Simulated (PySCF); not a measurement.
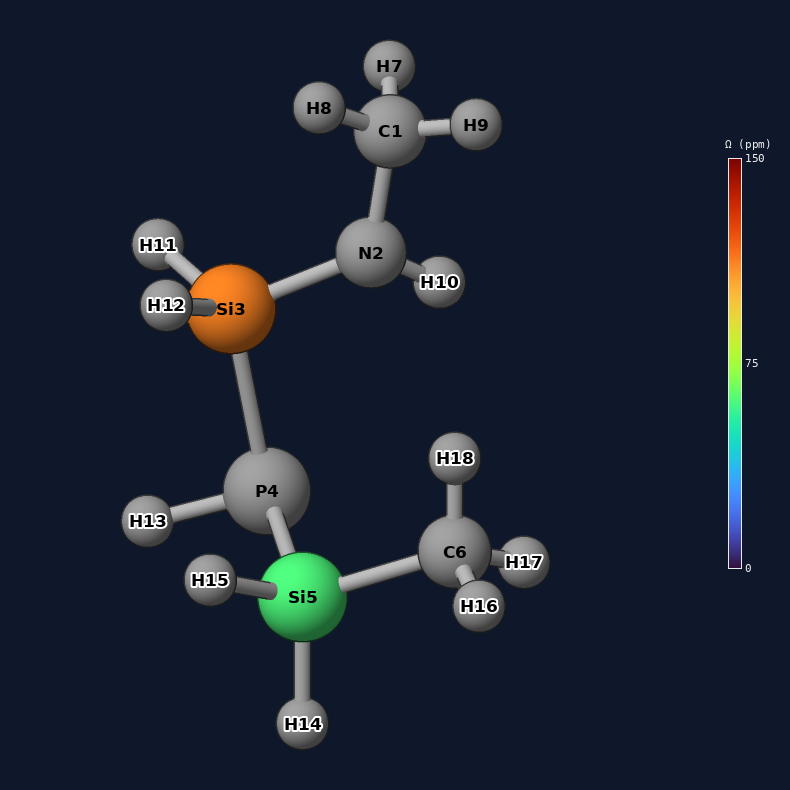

The Si atoms are coloured by the span of their shielding tensor. Geometry: an end point of a reaction path computed with GFN2-xTB. Properties computed with GIAO PBE0/pcSseg-1 NMR shielding, non-relativistic, gas phase (PySCF 2.14.0). Principal shieldings σ11 ≤ σ22 ≤ σ33, span Ω = σ33 − σ11, skew κ = 3(σiso − σ22)/Ω.

Question. Which Si atom has the most anisotropic shielding?

Answer. Si3, with a span of 112 ppm.

Give the shielding tensors of the Si atoms.

```
atom    σ11    σ22    σ33   σiso      Ω     κ
 Si3  334.0  352.5  445.6  377.4  111.7  0.67
 Si5  367.6  383.3  429.0  393.3   61.4  0.49
```

Shieldings and span in ppm.
